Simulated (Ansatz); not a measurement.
CH₅FN₂SSi

```yaml
atoms:
  - { symbol: N, position_ang: [0.1614, -1.1242, 0.2813] }
  - { symbol: C, position_ang: [0.6246, 0.1394, 0.2876] }
  - { symbol: S, position_ang: [2.2352, 0.4807, 1.0316] }
  - { symbol: N, position_ang: [-0.0861, 1.1356, -0.2032] }
  - { symbol: Si, position_ang: [-1.8997, 1.0406, -1.0403] }
  - { symbol: F, position_ang: [-1.6842, -0.6216, -1.5127] }
  - { symbol: H, position_ang: [0.6205, -1.8539, 0.8194] }
  - { symbol: H, position_ang: [-0.6590, -1.3108, -0.3316] }
  - { symbol: H, position_ang: [2.8333, -0.6761, 0.6201] }
  - { symbol: H, position_ang: [0.4251, 2.0193, -0.2908] }
  - { symbol: H, position_ang: [-2.5059, 0.7142, 0.3591] }
```

Method: Ansatz 0.2.0, RKS BLYP-D4/def2-SVP.

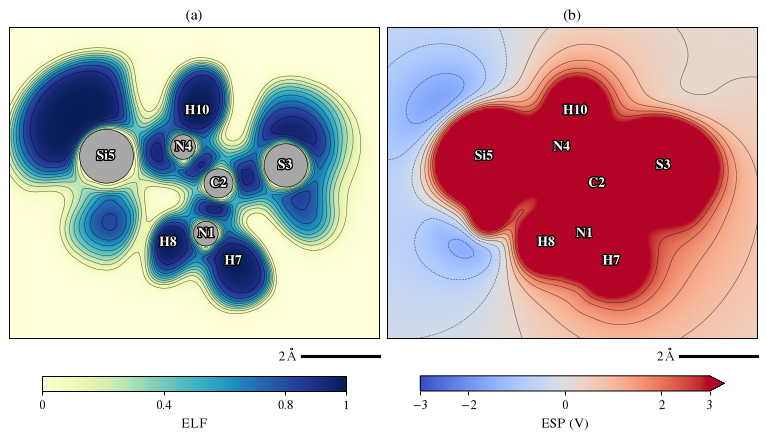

Figure 1. (a) ELF; (b) molecular electrostatic potential on the plane of atoms S3, C2 and N4. Grey discs cover the atomic cores in the ELF map.

### Describe what can be read from this map.

The section cuts through N, C, S, Si and H sites.
C–N (1.32 Å): the ELF peaks at about 0.90 between the atoms (a covalent bond).
C–S (1.81 Å): the ELF peaks at about 0.95 between the atoms; a shared electron pair.
Si–N (2.00 Å): the ELF peaks at about 0.95 between the atoms, as expected for a polar covalent bond.
N–H (1.02 Å): the ELF climbs to about 1 towards the hydrogen, as it does in any bond to H; a covalent bond by its length.
The ELF also peaks beside F6, S3 and Si5, away from the bonds: lone-pair regions.
Outside the dense part of the molecule the potential is most negative (−1.7 V) near H11, which lies off the plane.

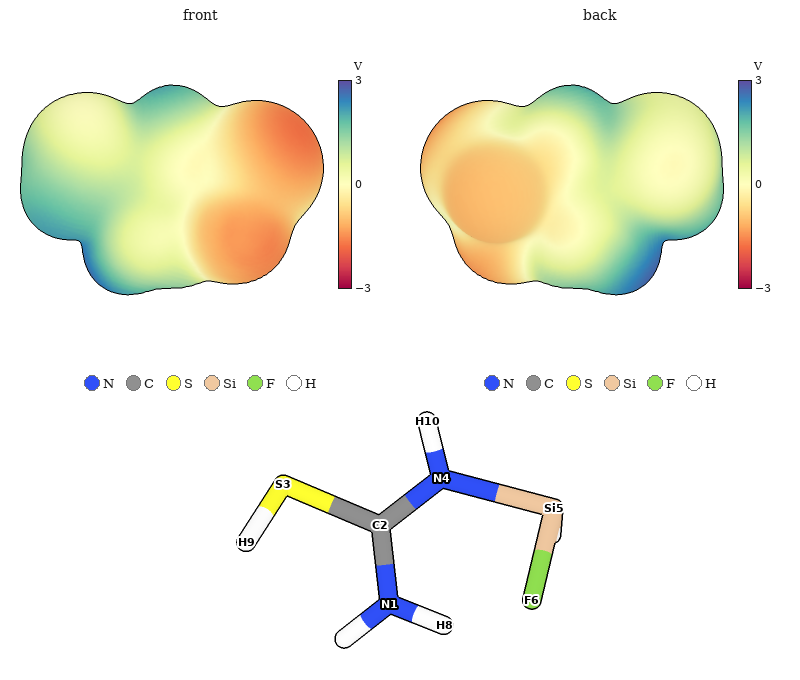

Figure 2. The electrostatic potential painted on the density surface at 0.002 e/bohr³, seen from the front and from behind; the colour scale runs from red (negative) to blue (positive). The bare structure is drawn below in the same view.

### Which sites attract a positive test charge, and which a negative one?

A positive charge is drawn to the negative regions and a negative charge to the positive ones. The most negative region (about −1.7 V) lies over F6, the most positive (about +2.7 V) over H7.

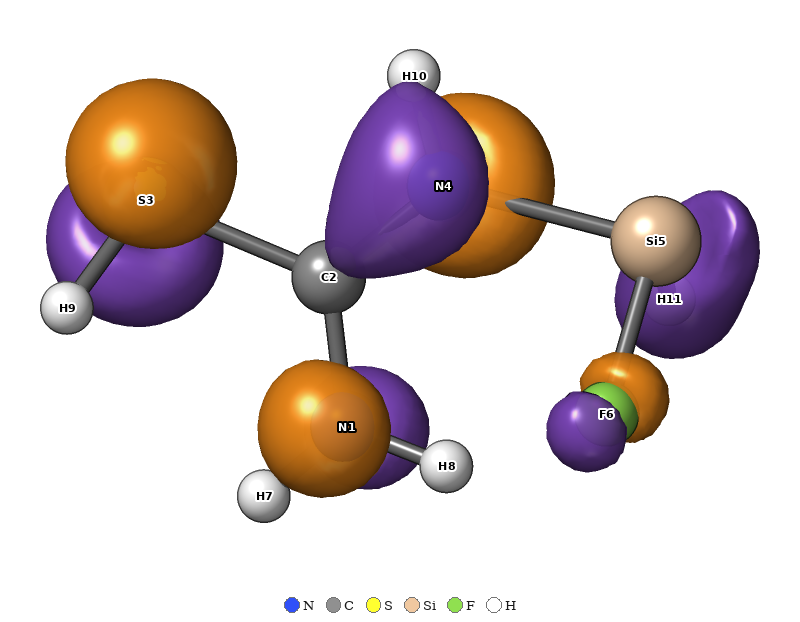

Figure 3. The HOMO−1 at ±0.15 Å⁻³ᐟ² (orange and purple are the two phases), seen across its widest extent.

### Where does this orbital lie, and at what energy?

By Hirshfeld shares it lies mainly on N4 (about 30 %), S3 (about 25 %), N1 (about 10 %), Si5 (about 10 %) and H11 (about 5 %). Its energy is −6.55 eV.
